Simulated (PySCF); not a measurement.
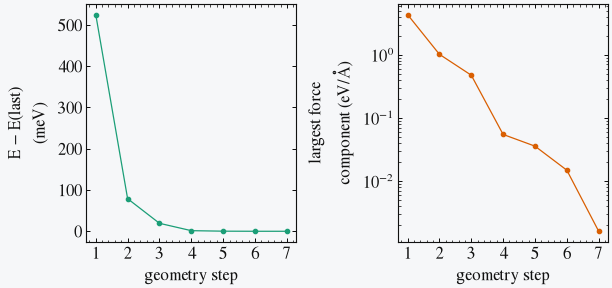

History of a geometry optimisation. The start has point group C3v, which is kept. A held symmetry can leave a saddle point.

- system: WNI3 molecule
- method: RKS-based PBE, W def2-SVP with ECP60, N def2-SVP, I def2-SVP with ECP28; non-relativistic Hamiltonian with scalar-relativistic core potentials; density fitting in PySCF 2.14.0

> How did it end, and what did it gain?

The optimisation met its thresholds at geometry 7, counting the start as the first. The energy fell by about 530 meV from the first step to the last. The largest force component goes from about 4.3 eV/Å at the start to 1.6 × 10⁻³ eV/Å at the end.

> By which step was nine tenths of the energy gained?

By step 3 of 7.
